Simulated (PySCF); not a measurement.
**H2Si, SMILES `[SiH2]`: what the electrons do**

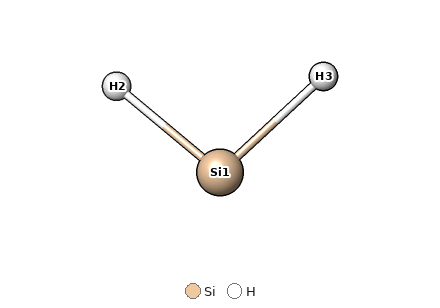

The molecule, with its atoms numbered as below. No frequency check shows the geometry to be a minimum.

Coordinates in Å:

```
Si1      0.0000    0.1230    0.0000
H2       1.1126   -0.8608    0.0000
H3      -1.1125   -0.8609    0.0000
```

### 1. In an electric field

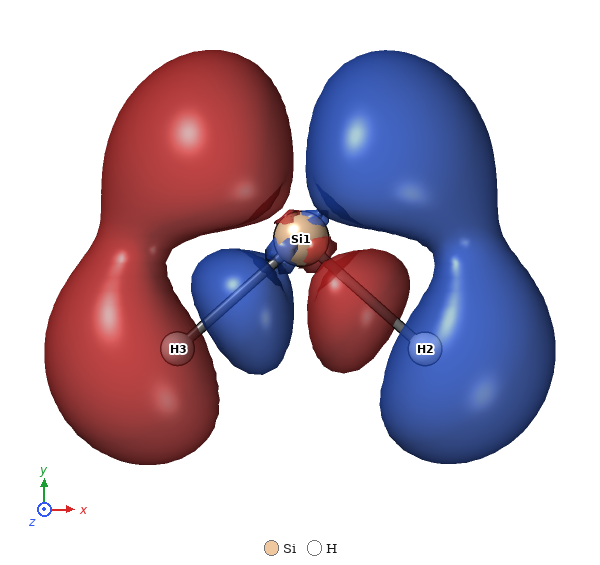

Change of the electron density in a uniform field of 0.26 V/Å, surfaces at ±0.0015 e/Å³ (red: gain, blue: loss).

PySCF calculation, B3LYP/def2-SVPD, gas phase; geometry: GFN2-xTB.

Along which Cartesian direction does the field point?

Answer. Along +x: electrons gather on the −x side, against the field.

What dipole is induced, and what polarisability does it imply?

Answer. The induced dipole is 0.46 D (along the field); α along this axis, from the fields in both directions, is 36 bohr³ (5.3 Å³).

Which atoms gain and lose the most charge?

Answer. Electrons gather most on H3 (Hirshfeld charge changes by −0.013 e) and leave H2 most (+0.013 e); 0.043 electrons are displaced in all.

### 2. Removing or adding an electron

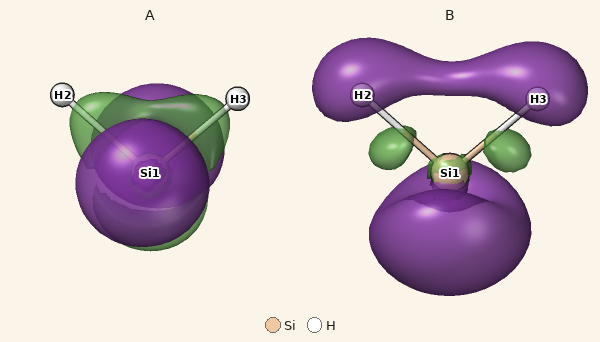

The two Fukui functions at ±0.04 e/Å³ (purple positive, green negative).

Method: B3LYP/aug-cc-pVDZ; geometry: GFN2-xTB; program: PySCF.

Which panel is f⁻ (electron removed) and which f⁺ (electron added)?

Answer. A is f⁺, B is f⁻. f⁻ (Hirshfeld-condensed) is largest on Si1 (0.70); the vertical ionisation energy is 9.26 eV. f⁺ (Hirshfeld-condensed) is largest on Si1 (0.80); the vertical electron affinity is 1.15 eV (the stability of the anion's solution wasn't checked; the anion's highest orbital has positive energy, so this value and f⁺ depend on the basis).

What chemical potential and hardness follow from the two energies?

Answer. μ = −(I + A)/2 = −5.21 eV and η = I − A = 8.11 eV.

### 3. Localised orbitals

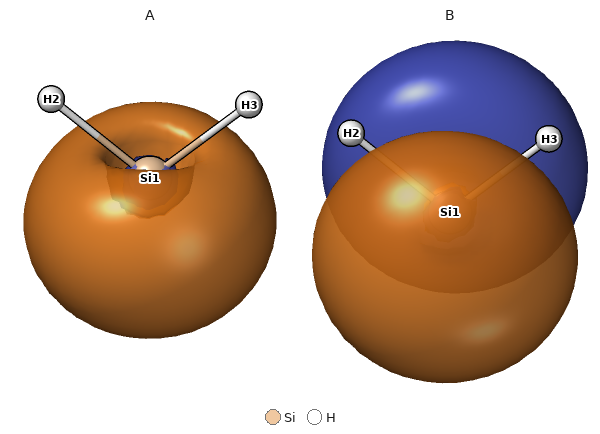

Intrinsic bond orbitals (IBO), occupied and valence-virtual; each surface holds about 80 % of the orbital's density. Energies are diagonal elements of the Fock matrix.

Method: PBE0/6-311G**; geometry: GFN2-xTB; program: PySCF.

What does each orbital represent in a Lewis picture?

Answer. By panel:
- A: lone pair on Si1 (sp0.5-type) (Si1 100 %; −8.5 eV)
- B: empty orbital on Si1 (Si1 100 %; −3.0 eV)

How do all the valence pairs divide up?

Answer. 3 pairs: 2 σ bonds and 1 lone pair.

### 4. Stretching a bond

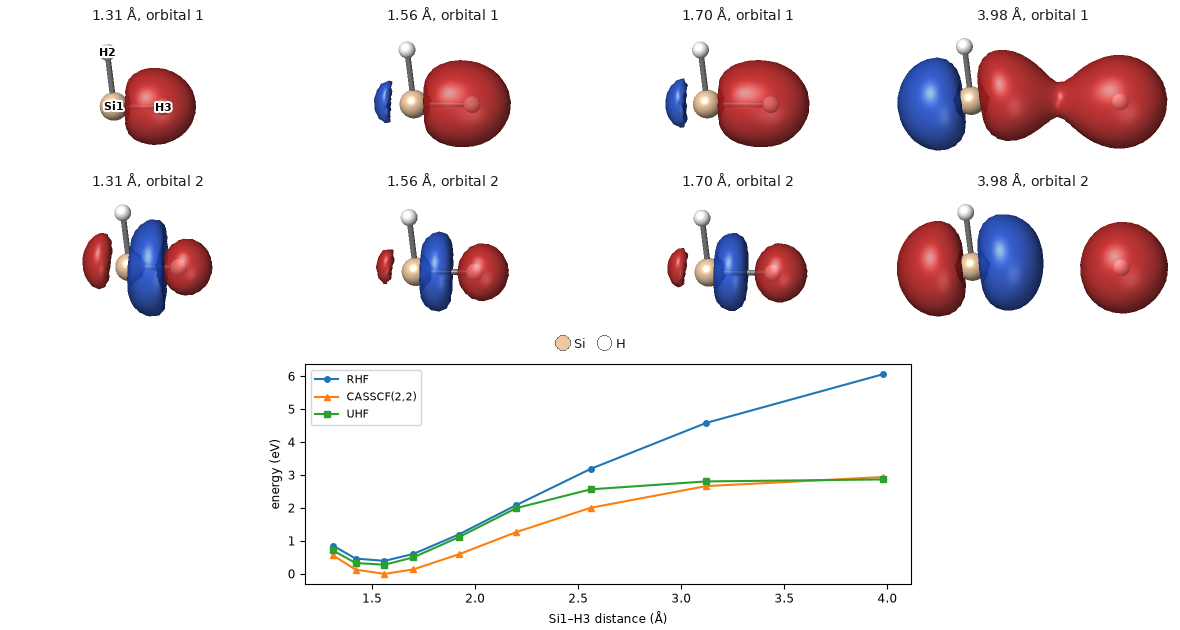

Rigid stretch of the Si1–H3 bond. The two CASSCF(2,2) natural orbitals nearest half filling (orbital 1 the more occupied). Below: energies along the scan, from the lowest point of the three curves.

PySCF calculation, def2-SVP basis, gas phase; geometry: GFN2-xTB.

How do the occupations change along the stretch?

Answer. 1.31 Å: 1.99 and 0.01; 1.56 Å: 1.98 and 0.02; 1.70 Å: 1.97 and 0.03; 3.98 Å: 1.20 and 0.80. At the longest distance computed (3.98 Å) they are 1.20 and 0.80, and the effective number of unpaired electrons is 1.8.

UHF already breaks spin symmetry near equilibrium here (⟨S²⟩ = 0.43 at 1.56 Å), for reasons apart from this bond.

How much energy does the stretch cost?

Answer. By CASSCF, 2.9 eV from the lowest point of the scan (1.56 Å) to 3.98 Å; RHF gives 5.7 eV from its own lowest point. The fragments aren't relaxed and dynamic correlation is missing, so this isn't a bond dissociation energy.
